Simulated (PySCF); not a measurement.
## C5H13NSi: NMR shielding calculation

The run: NMR shielding calculation of C5H13NSi, SMILES C=N[SiH2][C@@H](C)CC. Method and program: GIAO PBE0/pcSseg-1 NMR shielding, non-relativistic, gas phase (PySCF 2.14.0).

The geometry comes from this level: GFN2-xTB. Figures and captions count atoms from 1; the log counts them from 0 in places.

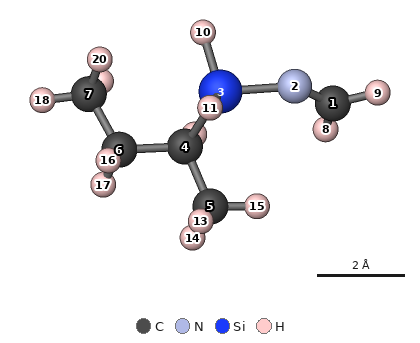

*The structure as given in the input (ball-and-stick view, seen at a tilt; atoms are numbered from 1 in the order of the input).*

Bond lengths as drawn: C–C 1.52 to 1.53 Å, C–H 1.09 to 1.10 Å, C–N 1.25 Å, C–Si 1.92 Å, H–Si 1.46 Å and N–Si 1.73 Å.

## The input
```
{"job": {"kind": "nmr", "xc": "PBE0", "basis": "pcSseg-1", "pop": false}, "charge": 0, "multiplicity": 1}
C      3.276086     0.165916    -0.367650
N      2.586094     0.477547     0.621454
Si     0.891950     0.582099     0.948006
C     -0.295430    -0.238549    -0.313817
C      0.071433    -1.712785    -0.501485
C     -1.774429    -0.134708     0.071233
C     -2.293058     1.296350     0.106410
H      2.883463    -0.162525    -1.336379
H      4.361190     0.212969    -0.296684
H      0.694008     2.029383     1.030512
H      0.779754    -0.093297     2.241422
H     -0.175340     0.258385    -1.285160
H     -0.069886    -2.261811     0.427731
H     -0.556018    -2.174929    -1.264119
H      1.110391    -1.826881    -0.803449
H     -1.925280    -0.597843     1.049399
H     -2.366517    -0.704171    -0.652797
H     -3.366488     1.305719     0.285001
H     -2.100585     1.795055    -0.841443
H     -1.810510     1.864450     0.897195
```

The first line tells a small driver script what to run in PySCF; the rest is the geometry in Å.

Run on 1 CPU thread, shared host.

Command:
```bash
OMP_NUM_THREADS=1 python <driver script> task.json out
```

## The program's output
```
coarse grid: 16176 points
cycle   1  E = -542.0014170380  dE =  5.103e-01  |g| = 5.242e-01  |ddm| = 3.801e+00
cycle   2  E = -541.9300430720  dE =  7.137e-02  |g| = 7.724e-01  |ddm| = 1.122e+00
cycle   3  E = -542.0679615319  dE = -1.379e-01  |g| = 1.348e-01  |ddm| = 7.070e-01
cycle   4  E = -542.0718254933  dE = -3.864e-03  |g| = 3.566e-02  |ddm| = 1.126e-01
cycle   5  E = -542.0721120937  dE = -2.866e-04  |g| = 8.787e-03  |ddm| = 3.859e-02
cycle   6  E = -542.0721295490  dE = -1.746e-05  |g| = 2.720e-03  |ddm| = 1.112e-02
cycle   7  E = -542.0721313553  dE = -1.806e-06  |g| = 3.097e-04  |ddm| = 2.393e-03
final grid: 148800 points
cycle   8  E = -542.1122897517  dE = -4.570e-05  |g| = 9.268e-03  |ddm| = 3.136e-02
cycle   9  E = -542.1122820723  dE =  7.679e-06  |g| = 1.085e-02  |ddm| = 1.735e-02
cycle  10  E = -542.1123115851  dE = -2.951e-05  |g| = 1.182e-03  |ddm| = 9.610e-03
cycle  11  E = -542.1123118587  dE = -2.736e-07  |g| = 4.038e-04  |ddm| = 9.612e-04
cycle  12  E = -542.1123118919  dE = -3.318e-08  |g| = 1.149e-04  |ddm| = 3.788e-04
cycle  13  E = -542.1123118949  dE = -3.058e-09  |g| = 2.991e-05  |ddm| = 1.282e-04
cycle  14  E = -542.1123118951  dE = -1.994e-10  |g| = 4.609e-06  |ddm| = 3.067e-05
```

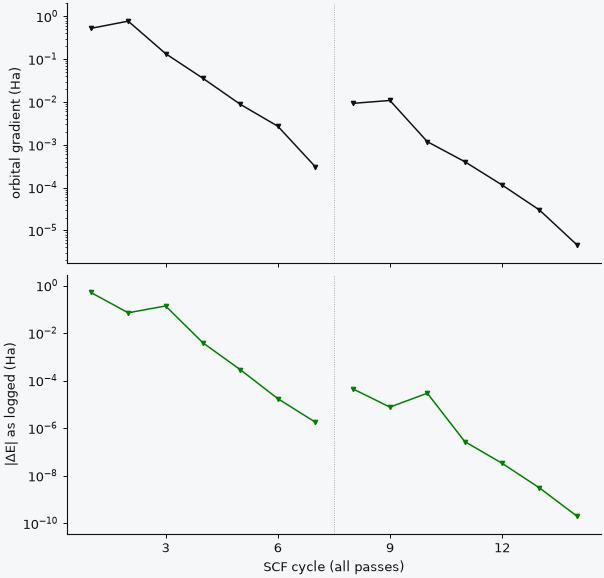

*Convergence of the self-consistent field: orbital gradient and size of the energy change against the SCF cycle. The dotted line marks the change from a coarse to the final integration grid.*

The first 7 cycles use a coarse grid, the final grid takes over at cycle 8, and the field converges after 14 cycles in all.

```
converged SCF energy = -542.1123118951

GIAO shielding tensors (ppm)
atom      isotropic    diamagn.    paramagn.     s11        s22        s33       span
  0 C       16.087     253.941    -237.854    -78.680     -1.568    128.508    207.188
  1 N     -159.561     331.568    -491.129   -587.656   -180.503    289.477    877.133
  2 Si     383.751     882.633    -498.882    330.665    404.597    415.990     85.324
  3 C      162.866     254.896     -92.030    150.459    162.201    175.937     25.478
  4 C      167.188     249.121     -81.933    154.625    159.411    187.527     32.902
  5 C      155.415     248.353     -92.938    137.523    154.533    174.189     36.666
  6 C      169.804     247.192     -77.388    157.807    167.282    184.324     26.516
  7 H       22.813      33.098     -10.284     20.807     21.998     25.636      4.829
  8 H       22.940      26.246      -3.306     21.472     23.052     24.295      2.823
  9 H       26.429      31.172      -4.743     22.633     26.202     30.452      7.819
 10 H       26.705      31.206      -4.500     23.576     25.502     31.038      7.462
 11 H       30.698      35.874      -5.176     27.041     29.836     35.217      8.176
 12 H       30.853      32.018      -1.164     27.338     28.686     36.536      9.198
 13 H       30.496      31.383      -0.887     26.173     28.152     37.162     10.989
 14 H       30.473      32.786      -2.313     24.838     29.112     37.469     12.631
 15 H       30.415      32.587      -2.172     26.725     29.833     34.689      7.963
 16 H       30.244      32.135      -1.891     25.077     30.110     35.546     10.469
 17 H       30.495      28.010       2.484     25.869     27.677     37.938     12.069
 18 H       30.875      30.660       0.215     26.880     29.110     36.635      9.755
 19 H       30.622      30.835      -0.213     25.684     30.091     36.092     10.408
```

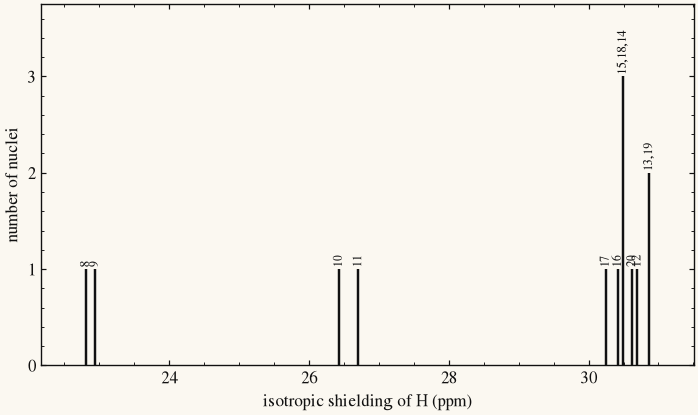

*Isotropic shieldings of the hydrogen nuclei in this fixed geometry, labelled by atom number; shielding grows to the right, so chemical shift grows to the left.*

The least shielded is H8 (22.8 ppm), the most shielded H19 (30.9 ppm).

## Summary

| quantity | value |
| --- | --- |
| outcome | converged |
| total energy | −542.112312 hartree |
| HOMO | −6.67 eV |
| LUMO | −0.67 eV |
| dipole moment | 1.94 D |
| isotropic shielding, C | 16.1 to 169.8 ppm |
| isotropic shielding, N | −159.6 ppm |
| isotropic shielding, Si | 383.8 ppm |
| isotropic shielding, H | 22.8 to 30.9 ppm |
| wall time | 21 s |
| peak memory | 0.88 GiB |
